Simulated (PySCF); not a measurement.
C$_{4}$H$_{8}$, SMILES `C1CCC1`.

PySCF calculation, HF/def2-SVPD, gas phase; geometry: GFN2-xTB. No frequency check shows the geometry to be a minimum.

Cartesian coordinates (Å):

```
C1       0.7655    0.7655    0.0644
C2       0.7655   -0.7655   -0.0644
C3      -0.7655   -0.7655    0.0644
C4      -0.7655    0.7655   -0.0644
H5       1.1117    1.1116    1.0362
H6       1.3053    1.3051   -0.7111
H7       1.1117   -1.1116   -1.0362
H8       1.3053   -1.3051    0.7111
H9      -1.3053   -1.3051   -0.7111
H10     -1.1117   -1.1116    1.0362
H11     -1.3053    1.3051    0.7111
H12     -1.1117    1.1116   -1.0362
```

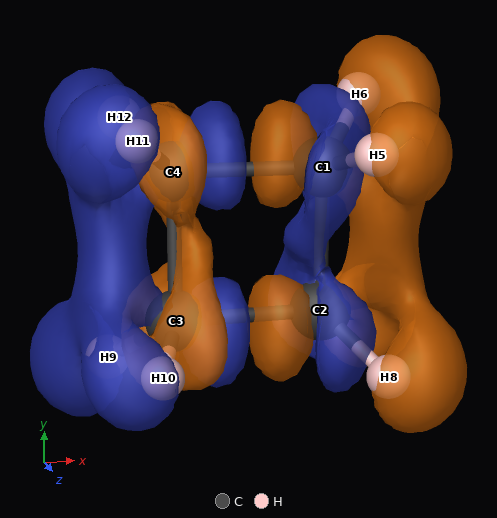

Change of the electron density in a uniform field of 0.21 V/Å, surfaces at ±0.002 e/Å³ (orange: gain, blue: loss).

Along which Cartesian direction does the field point?

Along −x: electrons gather on the +x side, against the field.

What dipole is induced, and what polarisability does it imply?

The induced dipole is 0.47 D (along the field); α along this axis, from the fields in both directions, is 46 bohr³ (6.8 Å³).

Which atoms gain and lose the most charge?

Electrons gather most on H6 and H8 alike (Hirshfeld charge changes by −0.005 e) and leave H9 and H11 alike most (+0.005 e); 0.049 electrons are displaced in all.
